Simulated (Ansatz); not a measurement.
Breaking a bond: H3Al, SMILES [AlH3]. The Al1–H4 bond (Al1 also carries H, H; H4 carries nothing else) is pulled apart rigidly from the PBE0/def2-TZVP optimised geometry.

```
4

Al     0.0000     0.0000     0.0000
H      0.0000     1.3735    -0.7930
H      0.0000    -1.3735    -0.7930
H      0.0000     0.0000     1.5860
```

- UCCSD(T) = CCSD(T) on UHF/cc-pVDZ, frozen core in Ansatz (an electronic-structure program)
- UCCSDT = CCSDT on UHF/cc-pVDZ, frozen core (Ansatz)
- RKS-PBE0 = restricted PBE0/cc-pVDZ in Ansatz
- RCCSDT(Q) = CCSDT(Q) on RHF/cc-pVDZ, frozen core run with Ansatz

Energies are in kcal/mol, each relative to the lowest point of its own curve near equilibrium.

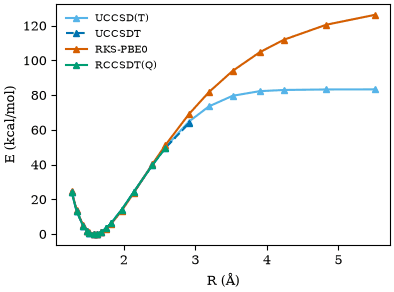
Energy against bond length for each method.

```csv
R / Å,UCCSD(T),UCCSDT,RKS-PBE0,RCCSDT(Q)
1.27,24.3,24.3,24.7,24.3
1.34,13.3,13.3,13.7,13.3
1.43,4.8,4.8,5.1,4.8
1.49,1.7,1.7,1.9,1.7
1.52,0.8,0.8,0.9,0.8
1.59,0.0,0.0,0.0,0.0
1.63,0.2,0.2,0.2,0.2
1.68,1.1,1.1,0.9,1.1
1.75,3.3,3.2,2.9,3.2
1.82,6.2,6.1,5.7,6.1
1.97,14.1,14.0,13.5,14.0
2.14,24.4,24.2,23.8,24.2
2.40,40.1,39.8,40.3,39.8
2.58,50.1,49.5,51.2,49.5
2.91,64.8,63.8,69.1,—
3.19,73.5,—,81.8,—
3.52,79.6,—,93.9,—
3.90,82.3,—,104.7,—
4.24,83.0,—,112.0,—
4.83,83.3,—,120.5,—
5.51,83.3,—,126.3,—
```

At the longest distance, 5.51 Å, RKS-PBE0 lies highest above its minimum (126.3 kcal/mol) and UCCSD(T) lowest (83.3 kcal/mol).

A dash means that the run gave no value there, or that the column was ended at a point which the program doubted or which failed a test of continuity chosen for this set; such a test can also cut sound points.

The unrestricted determinant behind UCCSD(T), UCCSDT is spin-contaminated at 2.40 to 5.51 Å (<S²> up to 1.0, against 0.00 for a pure singlet). The restricted form behind RKS-PBE0 keeps the bonding electrons paired and can't separate into open-shell fragments. The T1 diagnostic of CCSD on the restricted reference of RCCSDT(Q) exceeds 0.045 at 3.19 to 5.51 Å.
